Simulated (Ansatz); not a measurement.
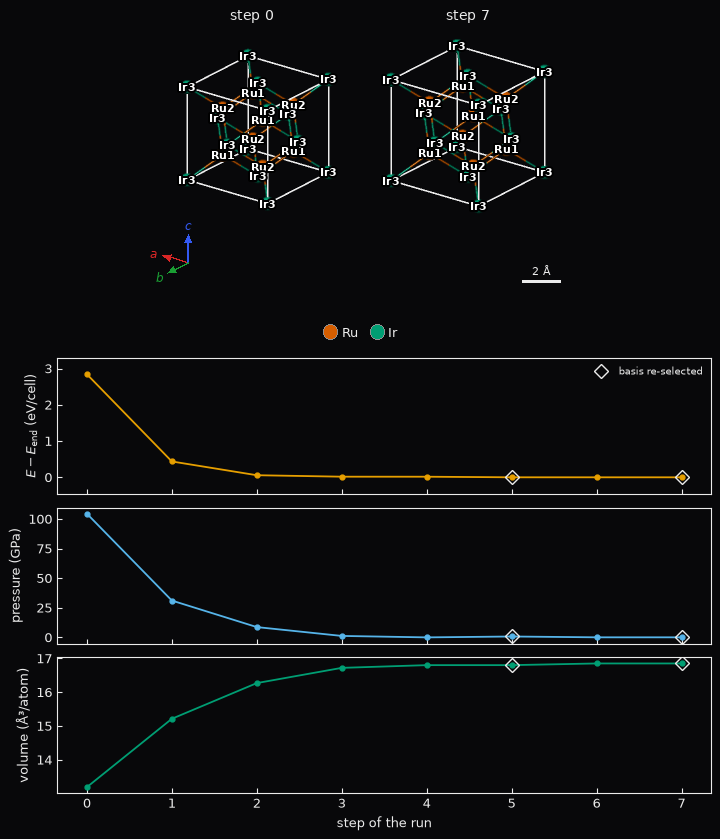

First and last geometry of a relaxation of a crystal of IrRu2 (a generated structure, set up in Fm-3m) (coarse preliminary run), with the history of the run. A ball-and-stick model of the conventional cell (4 times the calculation's cell), seen from a free direction. Lengths and directions refer to the drawn axes.

Level of theory: DFT PBE, scalar-relativistic, plane waves, PAW (Ansatz 0.2.0). Set-up: plane-wave cutoff 420 eV; k-point mesh 6 × 6 × 6; occupations gaussian; smearing width 0.1 eV; no spin polarisation; cell and atoms relaxed; force threshold 0.04 eV/Å; at most 70 steps.

What do the curves and the structures tell?

Answer. It converged. The atoms keep their places relative to the cell (all moves are under 0.005 Å). Cell: a = b = c 5.409 → 5.870 Å (+8.5 %). Volume +27.8 %. Near-neighbour distances that change, for instance: Ru1–Ru2 2.705 → 2.935 Å, Ru1–Ir3 2.342 → 2.542 Å. The space group stays Fm-3m (No. 225). After 5 accepted moves (7 points after the start) the energy has fallen by 2.842 eV per cell of the calculation. All forces vanish by symmetry, so only the cell relaxes. Pressure: 104.47 GPa at the start and 0.05 GPa at the end. The SCF was repeated twice at an unchanged geometry on a basis and grid sized afresh for the cell, which shifted the energy by 16.0 meV per cell of the calculation at most. The run took 5.7 s on 1 thread of Intel(R) Xeon(R) Gold 6455B (Sapphire Rapids) (shared host), peak memory 0.37 GiB.
